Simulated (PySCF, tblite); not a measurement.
# C₆H₇FNSi radical: geometry, infrared bands and EPR parameters

Aim: predict the infrared bands and EPR parameters of C₆H₇FNSi radical (`C=Cc1c[c]cn1[SiH2]F`).

Programs: tblite 0.8.0 and PySCF 2.14.0, with density-fitted response routines of our own. Each step states its level of theory. These are calculated values for one molecule in the gas phase, unless marked as measured. Atoms are numbered from 0 throughout.

## 1. The molecule as given

16 atoms, charge 0, multiplicity 2; geometry from: force field or distance geometry start.

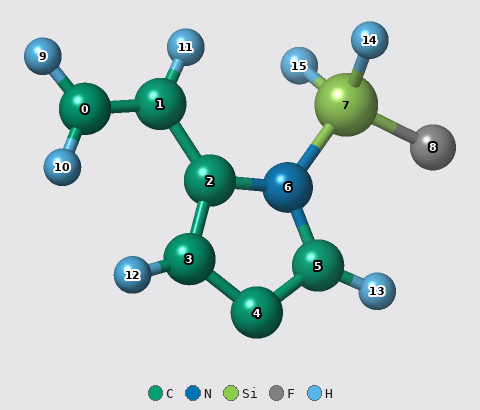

As it starts; carbon teal, nitrogen blue, silicon green, fluorine grey, hydrogen blue, atoms numbered; sticks join atoms by distance.

## 2. Relaxing the molecule with GFN2-xTB

What the job is given:

```
{"job": {"kind": "relax", "xc": "GFN2-xTB", "basis": "xTB"}, "charge": 0, "multiplicity": 2}
C      2.498100    -0.865100    -0.409300
C      1.168700    -0.950900    -0.319500
C      0.472400     0.281600     0.024500
C      0.985800     1.550100     0.235600
C     -0.068100     2.407000     0.532900
C     -1.240200     1.643100     0.463800
N     -0.871600     0.385400     0.158800
Si    -2.063700    -0.952900    -0.013100
F     -3.628700    -0.285700     0.005500
H      3.126500    -1.709300    -0.643800
H      3.013100     0.080000    -0.254700
H      0.614300    -1.868700    -0.453600
H      2.020900     1.809900     0.217600
H     -2.216400     2.054100     0.641100
H     -1.893500    -1.937300     1.084100
H     -1.925000    -1.632200    -1.281300
```

Command:

```sh
$ OMP_NUM_THREADS=1 python probes_run.py task.json out
```

The driver reads the jobs from task.json and runs them one after another.

What it wrote:

```text
step      E/eV     max force
  0    -700.39904    3.366
  1    -700.67401    1.495
  2    -700.74667    0.628
  3    -700.78698    0.948
  4    -700.80583    0.510
  5    -700.82101    0.289
  6    -700.83484    0.283
  7    -700.85165    0.473
  8    -700.86418    0.371
  9    -700.87274    0.210
 10    -700.87759    0.207
 11    -700.88272    0.214
 12    -700.88851    0.220
 13    -700.89460    0.222
 14    -700.90054    0.205
 15    -700.90484    0.140
 16    -700.90717    0.114
 17    -700.90852    0.081
 18    -700.90951    0.093
 19    -700.91020    0.075
 20    -700.91068    0.060
 21    -700.91111    0.059
 22    -700.91154    0.056
 23    -700.91187    0.054
 24    -700.91211    0.050
 25    -700.91236    0.050
 26    -700.91269    0.055
 27    -700.91304    0.053
 28    -700.91327    0.032
 29    -700.91340    0.025
 30    -700.91352    0.033
 31    -700.91370    0.044
 32    -700.91393    0.043
 33    -700.91414    0.036
 34    -700.91431    0.031
 35    -700.91447    0.042
 36    -700.91464    0.041
 37    -700.91481    0.031
 38    -700.91493    0.032
 39    -700.91505    0.028
 40    -700.91519    0.040
 41    -700.91533    0.039
 42    -700.91542    0.023
 43    -700.91546    0.015
 44    -700.91549    0.014
 45    -700.91553    0.016
 46    -700.91557    0.016
 47    -700.91561    0.016
 48    -700.91566    0.018
 49    -700.91572    0.023
 50    -700.91581    0.028
 51    -700.91590    0.023
 52    -700.91596    0.021
 53    -700.91602    0.023
 54    -700.91609    0.024
 55    -700.91620    0.029
 56    -700.91633    0.030
 57    -700.91645    0.027
 58    -700.91655    0.027
 59    -700.91665    0.027
 60    -700.91674    0.026
 61    -700.91680    0.018
 62    -700.91683    0.014
 63    -700.91686    0.014
 64    -700.91689    0.013
 65    -700.91691    0.009
```

Wall time 0.38 s (1 thread of Arm Neoverse V2, shared host).

Relaxation path: (not every step is listed)

```csv
step,energy from step 0 (eV),largest force (eV/Å)
0,0.0000,3.3660
1,-0.2750,1.4953
2,-0.3476,0.6282
3,-0.3879,0.9479
4,-0.4068,0.5102
5,-0.4220,0.2892
6,-0.4358,0.2830
7,-0.4526,0.4726
8,-0.4651,0.3714
13,-0.4956,0.2219
18,-0.5105,0.0934
23,-0.5128,0.0545
28,-0.5142,0.0316
33,-0.5151,0.0356
38,-0.5159,0.0318
43,-0.5164,0.0151
48,-0.5166,0.0179
53,-0.5170,0.0226
58,-0.5175,0.0271
60,-0.5177,0.0257
61,-0.5178,0.0177
62,-0.5178,0.0142
63,-0.5178,0.0140
64,-0.5178,0.0130
65,-0.5179,0.0092
```

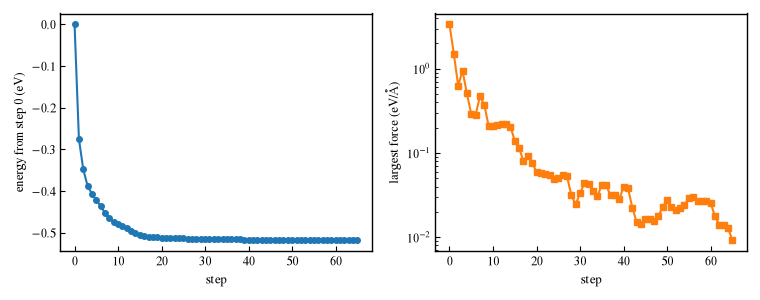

Energy and force, step by step.

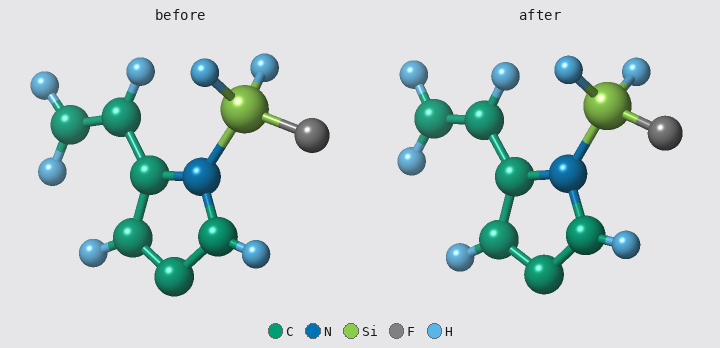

The geometry before (left) and after (right).

Distances of close pairs at the start and the end, largest changes first:

```csv
bond,before (Å),after (Å),change (Å)
Si7–F8,1.701,1.603,-0.098
N6–Si7,1.800,1.742,-0.058
C4–C5,1.401,1.350,-0.051
C5–N6,1.346,1.385,+0.039
C2–N6,1.355,1.387,+0.032
Si7–H14,1.484,1.453,-0.031
C1–C2,1.457,1.437,-0.020
C0–H10,1.087,1.076,-0.012
```

The end geometry stands in the next job.

## 3. Infrared spectrum with GFN2-xTB

What the job is given:

```
{"job": {"kind": "ir", "xc": "GFN2-xTB", "basis": "xTB"}, "charge": 0, "multiplicity": 2}
C      2.520847    -0.952722    -0.411687
C      1.202930    -0.854911    -0.256603
C      0.482472     0.352911     0.038888
C      0.962507     1.630604     0.259989
C     -0.164917     2.414808     0.505396
C     -1.284862     1.663880     0.438642
N     -0.900244     0.365620     0.149114
Si    -1.991025    -0.979400    -0.041469
F     -3.441542    -0.334623     0.181972
H      2.990463    -1.894547    -0.632371
H      3.170903    -0.100366    -0.324012
H      0.585762    -1.740112    -0.354581
H      1.985444     1.944744     0.247734
H     -2.315955     1.916839     0.567426
H     -1.825690    -1.949475     1.027859
H     -1.984692    -1.474307    -1.407708
```

What it wrote:

```text
mode    cm-1     km/mol
  1      52.0      3.77
  2      94.3      2.73
  3     122.1      0.61
  4     137.1      2.87
  5     190.5      4.54
  6     230.8      0.02
  7     275.4      2.60
  8     465.7     25.58
  9     490.5      1.16
 10     498.3      5.14
 11     522.7     43.90
 12     560.2    125.32
 13     581.4      5.67
 14     672.3      1.36
 15     677.6      3.89
 16     737.3    211.73
 17     752.9     17.08
 18     761.4    241.00
 19     790.9      1.90
 20     818.4     31.46
 21     844.1    200.10
 22     862.5     15.31
 23     991.4     16.26
 24    1005.4     20.70
 25    1058.0     22.03
 26    1095.4     10.24
 27    1131.6     36.35
 28    1242.0    124.57
 29    1267.4     63.94
 30    1320.5      4.19
 31    1371.7     55.71
 32    1404.2     31.75
 33    1450.4     31.15
 34    1527.7      2.54
 35    1658.9     34.23
 36    2339.3    364.59
 37    2357.9     92.80
 38    3036.3     45.94
 39    3119.9      9.30
 40    3145.6     32.29
 41    3182.7     15.70
 42    3190.3      4.84
```

It took 0.49 s on 1 thread of Arm Neoverse V2, shared host.

The strongest bands and the atoms that carry them (share of the mass-weighted mode):

```csv
cm⁻¹,km/mol,atoms
560,125.3,"N6 25 %, H14 22 %, H15 22 %, Si7 10 %"
737,211.7,"H14 45 %, H15 44 %"
761,241.0,"H15 46 %, H14 46 %"
844,200.1,"F8 47 %, Si7 37 %"
1242,124.6,"N6 48 %, C5 23 %"
1267,63.9,"H11 49 %, N6 19 %"
2339,364.6,"H14 50 %, H15 46 %"
2358,92.8,"H15 51 %, H14 47 %"
```

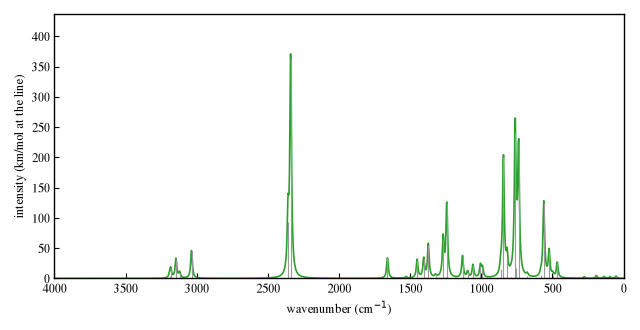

The infrared spectrum from these modes, unscaled. Lines are broadened to a width of 14 cm⁻¹ (Lorentzian).

## 4. EPR parameters: B3LYP/pcH-1

The job, as its differences from that of step 3:

```diff
@@ -1,2 +1,2 @@
-{"job": {"kind": "ir", "xc": "GFN2-xTB", "basis": "xTB"}, "charge": 0, "multiplicity": 2}
+{"job": {"kind": "epr", "basis": "pcH-1"}, "charge": 0, "multiplicity": 2}
 C      2.520847    -0.952722    -0.411687
```

With the program's defaults for keys left out, this is: UKS B3LYP, pcH-1 on C F H N Si, non-relativistic, mean-field spin-orbit, GIAO.

What it wrote:

```text
UKS, coarse grid
  cycle   1  E = -676.82351179  |g| = 5.09e-01
  cycle   2  E = -676.71699819  |g| = 7.79e-01
  cycle   3  E = -676.91860579  |g| = 1.02e-01
  cycle   4  E = -676.92195911  |g| = 5.03e-02
  cycle   5  E = -676.92297306  |g| = 2.15e-02
  cycle   6  E = -676.92318584  |g| = 3.75e-03
  cycle   7  E = -676.92320184  |g| = 1.67e-03
  cycle   8  E = -676.92320674  |g| = 1.27e-03
  cycle   9  E = -676.92320861  |g| = 4.57e-04
UKS, final grid
  cycle   1  E = -676.92326573  |g| = 5.06e-04
  cycle   2  E = -676.92326573  |g| = 8.03e-04
  cycle   3  E = -676.92326609  |g| = 1.57e-04
  cycle   4  E = -676.92326617  |g| = 1.47e-04
  cycle   5  E = -676.92326624  |g| = 5.94e-05
  cycle   6  E = -676.92326624  |g| = 2.32e-05
E = -676.92326624 Eh   <S^2> = 0.7563 (exact 0.7500)
g shifts (ppm)      1          2          3
  rmc          -167       -167       -167
  gc             30         16        -42
  oz_so        -477          4        545
  total        -614       -148        335
hyperfine (MHz)  atom isotope    a_iso     a_fc   dipolar eigenvalues
    0   13C       0.64       0.64     -0.58      0.06      0.52
    1   13C       3.40       3.40     -1.56     -0.77      2.33
    2   13C      53.63      53.64     -4.04     -2.17      6.22
    3   13C      34.30      34.30    -11.93     -3.34     15.27
    4   13C     503.07     503.18    -76.91    -61.04    137.95
    5   13C      71.34      71.34    -15.14     -1.05     16.19
    6   14N      18.57      18.58     -2.53     -1.42      3.95
    7  29Si      -7.03      -7.05     -2.81      1.37      1.45
    8   19F      -0.59      -0.59     -0.93     -0.71      1.64
    9    1H      -0.09      -0.09     -0.63     -0.53      1.16
   10    1H       0.49       0.49     -1.05     -0.64      1.68
   11    1H       9.43       9.43     -1.41     -0.41      1.82
   12    1H      21.99      22.00     -6.51     -5.33     11.84
   13    1H      18.27      18.28     -6.02     -4.69     10.71
   14    1H       1.25       1.25     -0.73     -0.66      1.39
   15    1H       1.33       1.33     -0.73     -0.66      1.39
```

Wall time 1.9 min (1 thread of Arm Neoverse V2, shared host); peak memory 1.1 GiB.

Principal g values 2.00170, 2.00217, 2.00265; g(iso) = 2.00218, against 2.00232 for a free electron.

Mean a(iso) over the nuclei that a row names, and the largest dipolar term of the row (other rows stand at the frozen geometry):

```csv
nuclei,isotope,a(iso) (MHz),"a(iso) (G, at g = 2.0023)",largest dipolar term (MHz)
C4,13C,503.1,179.5,138.0
C5,13C,71.3,25.5,16.2
C2,13C,53.6,19.1,6.2
C3,13C,34.3,12.2,15.3
H12,1H,22.0,7.8,11.8
N6,14N,18.6,6.6,3.9
H13,1H,18.3,6.5,10.7
H11,1H,9.4,3.4,1.8
Si7,29Si,-7.0,-2.5,-2.8
C1,13C,3.4,1.2,2.3
"H14, H15",1H,1.3,0.5,1.4
C0,13C,0.6,0.2,-0.6
F8,19F,-0.6,-0.2,1.6
H10,1H,0.5,0.2,1.7
```

Mulliken spin populations:

C0 0.00; C1 0.00; C2 0.05; C3 -0.05; C4 1.02; C5 -0.07; N6 0.03; Si7 0.01; F8 0.00; H9 0.00; H10 0.00; H11 0.00; H12 0.01; H13 0.01; H14 0.00; H15 0.00

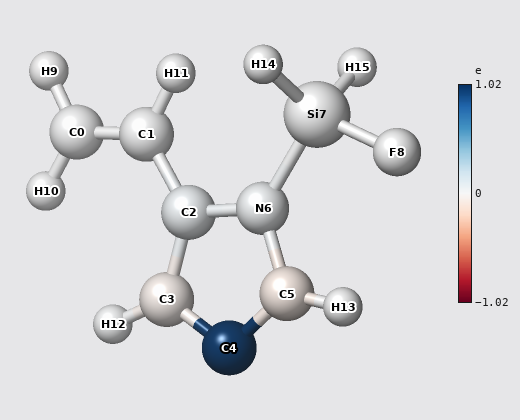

Mulliken spin populations, as colours on the atoms.

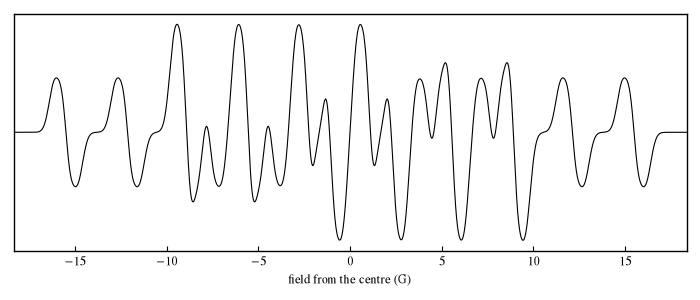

First-order isotropic spectrum (first derivative, main isotopes with spin only, couplings over 0.8 MHz, Gaussian width 0.3 G; couplings of the frozen geometry, rotation of groups not averaged beyond the rows shown).

Orbitals, density, ELF and potential are computed afterwards from the orbital file.

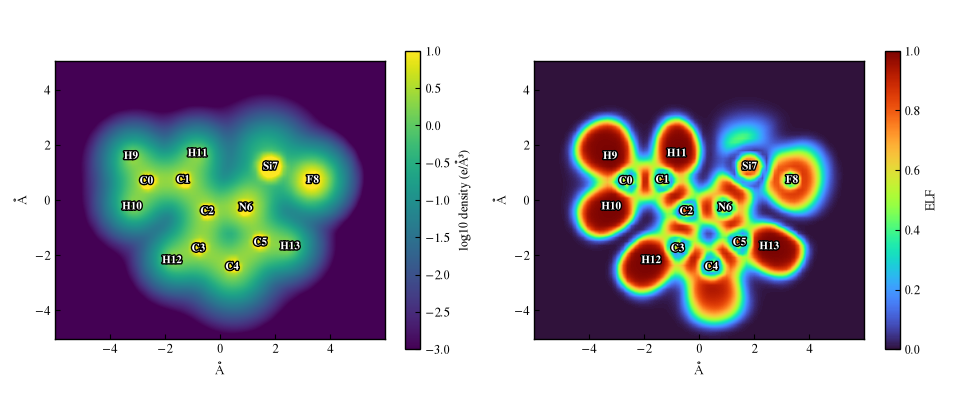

Density (left) and ELF (right) in a plane through or near 14 of the atoms.

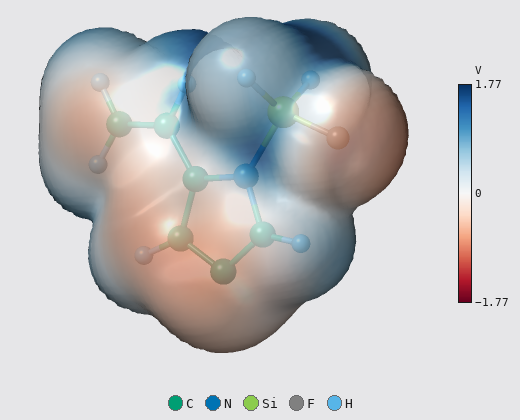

Electrostatic potential on the surface of density 0.002 e/bohr³; red is low, blue high. It runs from -0.76 V near F8 to 1.77 V near H11.

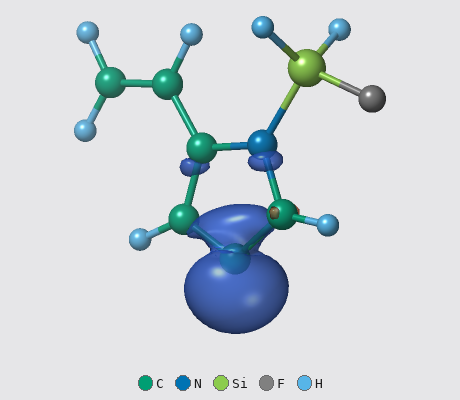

Spin density at ±0.05 e/Å³ (alpha excess blue, beta excess red).

## 5. Results

```
                                 quantity                  value
strongest single infrared mode (GFN2-xTB)  2339 cm⁻¹, 365 km/mol
             zero-point energy (GFN2-xTB)          68.7 kcal/mol
                           g(iso) (B3LYP)                2.00218
                                     ⟨S²⟩     0.756 (exact 0.75)
       largest a(iso) (averaged by class)   13C on C4, 503.1 MHz
    surface potential, least and greatest     -0.76 V and 1.77 V
```

Relaxing lowered the energy by 0.518 eV in 65 steps; the close pair that moved most is Si7–F8, from 1.701 to 1.603 Å. All 42 modes are real, so the xTB geometry is a minimum. The strongest single mode, at 2339 cm⁻¹, moves mainly H14 and H15. Unscaled tight-binding wavenumbers are off by several per cent, some by more. Its intensities can rank the bands wrongly. Most of the unpaired spin sits on C4 (1.02 e). The isotropic g lies 0.1 ppt below the free-electron value.
